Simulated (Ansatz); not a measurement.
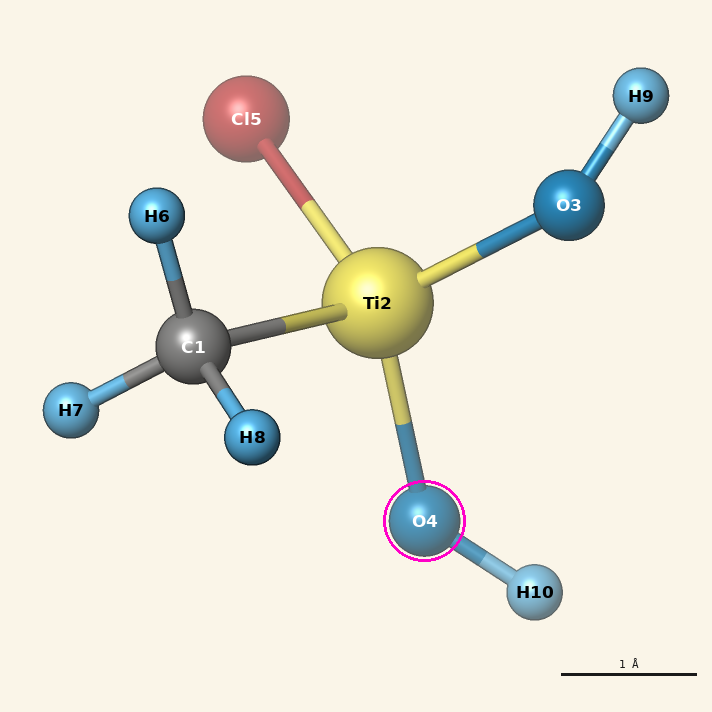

Orthographic view. Distant atoms are faded towards the background colour. The species is neutral and a spin singlet. Computed geometry: PBE-D4/def2-SVP optimisation. No frequency run is at hand to confirm it as a minimum.

Q: Name the neighbours of the circled atom.

A: The circled atom is O4; it is bonded to Ti2, H10.

Q: What is the shortest path along bonds from the circled atom to H8?

A: O4–Ti2–C1–H8, 3 bonds; through space the two are 3.28 Å apart.

Q: Of C1 and Ti2, which is nearer the viewer?

A: C1; the bond to Ti2 points away from the viewer, so it looks shorter than its 2.07 Å.

Q: Which atom is farthest from the viewer?

A: Cl5, 2.0 Å behind the mean position.
